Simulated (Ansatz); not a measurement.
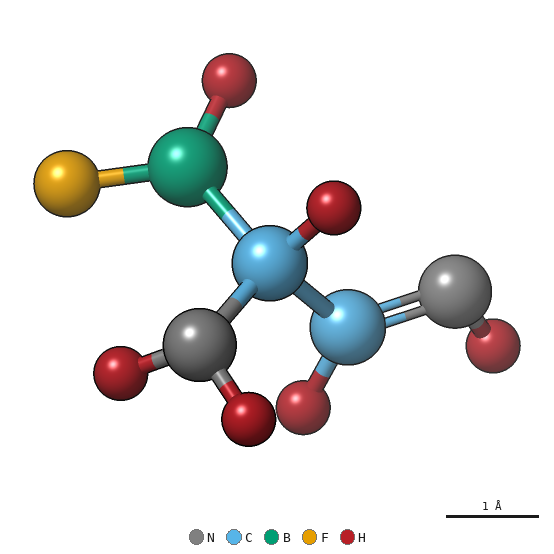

A ball-and-stick model of a molecule.

Computed geometry: PBE0-D4/def2-TZVP optimisation. No frequency run is at hand to confirm it as a minimum.

Description:

It has 12 atoms: 2 carbon, 6 hydrogen, 1 boron, 1 fluorine and 2 nitrogen (C2H6BFN2). As SMILES it reads `[H]/N=C/[C@H](N)BF`. It has no ring. Among its groups: primary amine, imine, B–H bond. This geometry has C1 symmetry. Coordination: 1 N bent; 1 C trigonal planar; 1 C tetrahedral; 1 N trigonal pyramidal; 1 B trigonal planar.

The parts below concern this one geometry. Atoms keep their numbers from picture to picture.

## Shape

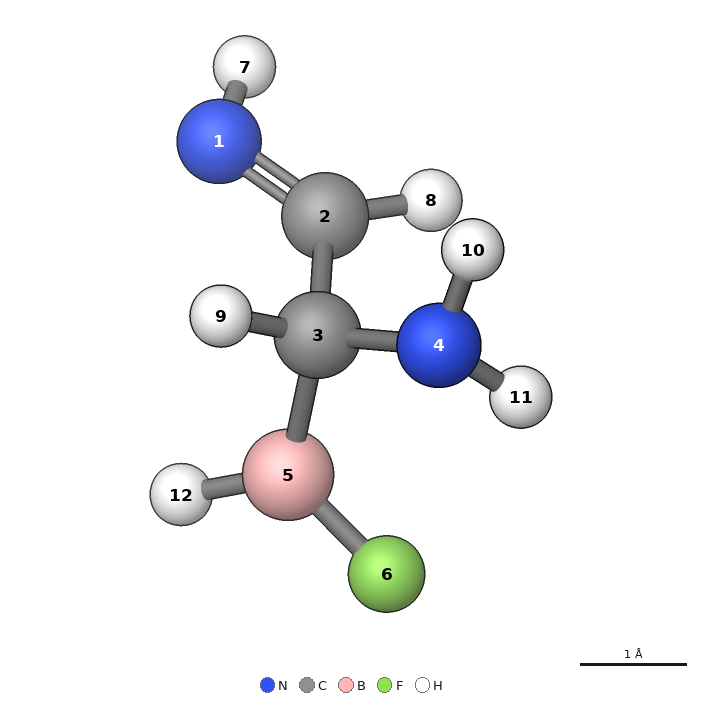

Numbered structure. No frequency run is at hand to confirm it as a minimum.

Give the bond lengths.

```tsv
bond	length (Å)	order
N1–C2	1.263	double
N1–H7	1.019	single
C2–C3	1.509	single
C2–H8	1.101	single
C3–N4	1.448	single
C3–B5	1.573	single
C3–H9	1.099	single
N4–H10	1.011	single
N4–H11	1.010	single
B5–F6	1.323	single
B5–H12	1.196	single
```

## Levels of theory compared

No frequency run is at hand to confirm it as a minimum. Program: Ansatz 0.2.0.

Compare HOMO–LUMO gap (eV) at these levels: B3LYP-D4/def2-TZVPP; PBE-D4/def2-TZVPP; PBE0-D4/def2-TZVPP; r2SCAN-D4/def2-TZVPP; ωB97M-V/def2-TZVPP; ωB97X-V/def2-TZVPP.

```tsv
level	HOMO–LUMO gap (eV)
B3LYP-D4/def2-TZVPP	5.43
PBE-D4/def2-TZVPP	3.45
PBE0-D4/def2-TZVPP	5.91
r2SCAN-D4/def2-TZVPP	4.02
ωB97M-V/def2-TZVPP	10.35
ωB97X-V/def2-TZVPP	10.63
```

## Dipole moment

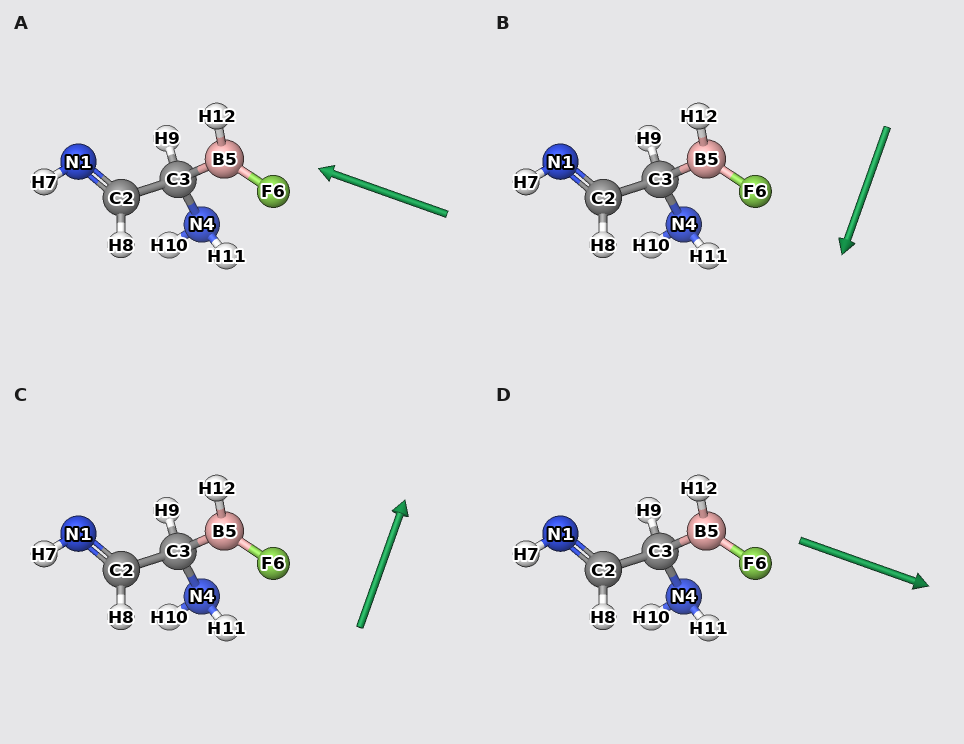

The same molecule four times, each with an arrow. No frequency run is at hand to confirm it as a minimum. Method: RKS PBE-D4/def2-TZVPP (Ansatz 0.2.0).

**Which arrow points along the dipole moment, from the negative to the positive end?**

B. The dipole moment is 2.24 D; it points from the side of H12 to the side of H8 (the outermost atoms at the two ends).

## Charges

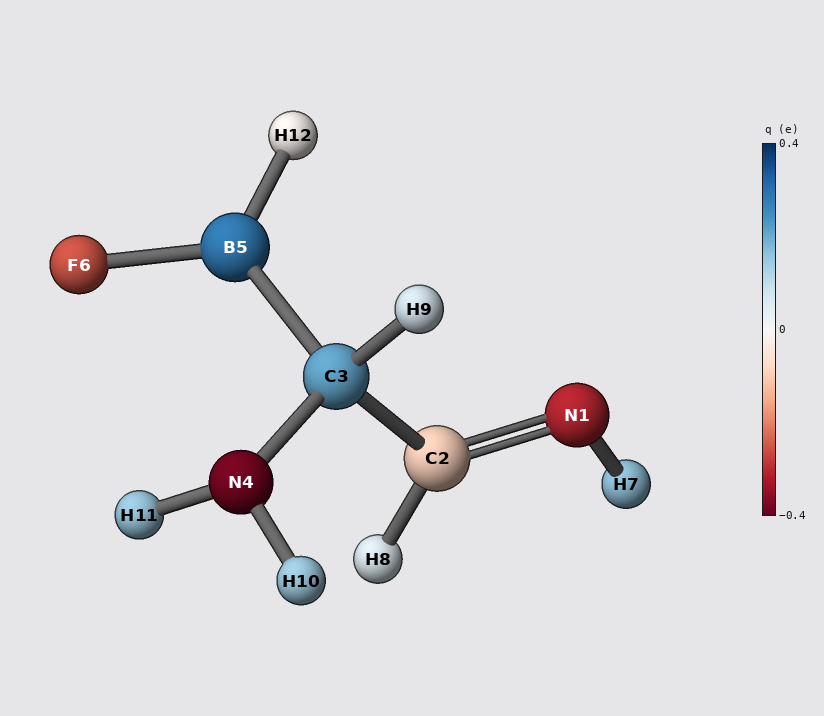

Atoms are coloured by their Mulliken charges. No frequency run is at hand to confirm it as a minimum. Properties computed with RKS r2SCAN-D4/def2-TZVPP (Ansatz 0.2.0).

**Which atom carries the highest charge (most positive or least negative)?**

B5 (0.28 e).

**And the lowest?**

N4 (−0.38 e).

List the Mulliken charges.

```tsv
atom	value (e)
N1	−0.30
C2	−0.09
C3	0.20
N4	−0.38
B5	0.28
F6	−0.25
H7	0.16
H8	0.05
H9	0.06
H10	0.14
H11	0.15
H12	−0.01
```

Mulliken values depend strongly on the basis set and can even reverse the polarity of a bond.
